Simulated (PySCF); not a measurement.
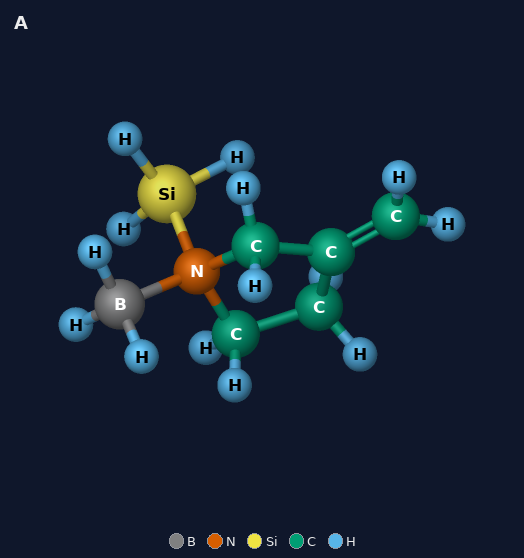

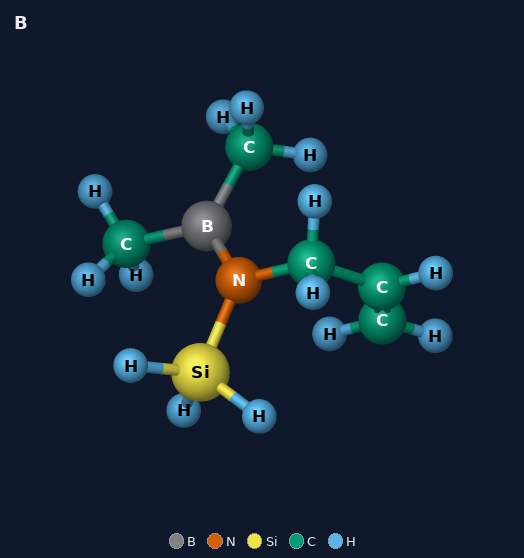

2 stationary structures of one formula. Geometries: GFN2-xTB. Electronic energies: PBE0/pcSseg-1 (PySCF 2.14.0), without zero-point energy. No frequency run is at hand to confirm each as a minimum. Each is one conformer, not always the lowest.

> How are they related?

They are constitutional isomers of C5H14BNSi: A `[BH3-][N@+]1([SiH3])CCC(=C)C1`, B `C=CCN([SiH3])B(C)C`.

> Rank them by energy, lowest first.

B is lowest; A lies 1.807 eV above it.

The geometry is semi-empirical. Around B, Si such bond lengths and angles can be off by a tenth of an ångström or more and by several degrees, and values that hang on the shape move with them.
